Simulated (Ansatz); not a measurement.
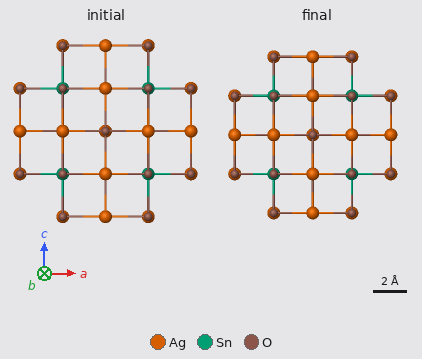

The structure of solid Ag3SnO4 (a generated structure, set up in Pm-3m) (coarse preliminary run) before (left) and after (right) a relaxation, at one scale.

A ball-and-stick model of the cell of the calculation, seen along the b axis.

These are results of DFT PBE, scalar-relativistic, plane waves, PAW (Ansatz), not measurements.

Input
```yaml
crystal:
  lattice:
    - [5.19281193, 0.0, 0.0]
    - [0.0, 5.19281193, 0.0]
    - [0.0, 0.0, 5.19281193]
  atoms:
    - { symbol: Ag, position: [0.0, 0.5, 0.5], spin: 1.0 }
    - { symbol: Ag, position: [0.5, 0.0, 0.5], spin: 1.0 }
    - { symbol: Ag, position: [0.5, 0.5, 0.0], spin: 1.0 }
    - { symbol: Sn, position: [0.0, 0.0, 0.0] }
    - { symbol: O, position: [0.5, 0.0, 0.0] }
    - { symbol: O, position: [0.0, 0.5, 0.0] }
    - { symbol: O, position: [0.0, 0.0, 0.5] }
    - { symbol: O, position: [0.5, 0.5, 0.5] }
basis:
  ecutwfc: 420
kpoints:
  mp_grid: { grid: [4, 4, 4] }
hamiltonian:
  xc: pbe
scf:
  occupations: { method: gaussian, width: 0.1 }
  lower_state_search: "off"
output:
  forces: true
  stress: true
  eigenvalues: true
  populations: true
magnetization:
  spin_polarized: true
relax:
  adjacent_minimum: "off"
  f_tol: 0.04
  max_steps: 70
  cell: { stress_tol: 0.4 }
```

Command:
```bash
ansatz run input.yaml --threads 1 --pin off --max-ram 2560MiB --backend cpu --events-out ev --progress --plain --runs-dir out
```

Describe what moved and what it gained.

After 4 accepted moves (6 points after the start) the energy has fallen by 2.310 eV per cell of the calculation. All forces vanish by symmetry, so only the cell relaxes. The pressure goes from −16.49 to −0.01 GPa. The SCF was repeated twice at an unchanged geometry on a basis and grid sized afresh for the cell, which shifted the energy by 30.0 meV per cell of the calculation at most. No atom moves by more than 0.005 Å relative to the cell. The volume changes by −23.8 %, with a = b = c 5.193 → 4.742 Å (−8.7 %). Near-neighbour distances that change, for instance: Ag1–O6 2.596 → 2.371 Å, Sn4–O5 2.596 → 2.371 Å. The space group stays Pm-3m (No. 221). The program noted that the starting moments weren't kept. Cost: 110 s on 1 thread of Intel(R) Xeon(R) Processor @ 2.70GHz (shared host), peak memory 0.53 GiB.
